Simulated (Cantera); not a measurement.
A closed system holds: 1 mol SiO₂, 0.0055 mol Si, 7 mol N₂, equilibrated at 5.20 bar.

Equilibrium computed with Cantera from the NASA thermochemical tables; the gas is ideal and each condensed phase is pure. Candidate condensed phases: Si, SiO₂, Si₂N₂O, Si₃N₄; 16 gas species. Mutual solubility and eutectic melting of coexisting phases are not modelled. The tables hold silica as quartz up to 1696 K and as liquid above; real silica turns to tridymite and cristobalite and melts near 1996 K. Rates play no part.

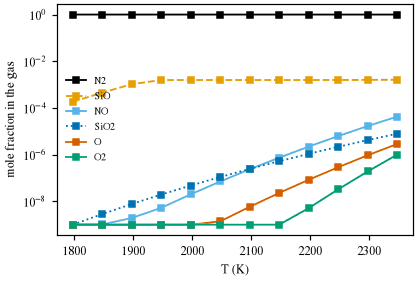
Equilibrium gas composition (values under 1e-9 drawn at 1e-9)

Problem. Read off the mole fractions at 1998 K.

Solution. N₂ about 1.00, SiO about 0.0016, SiO₂ about 4.7e-8, NO about 2.0e-8.
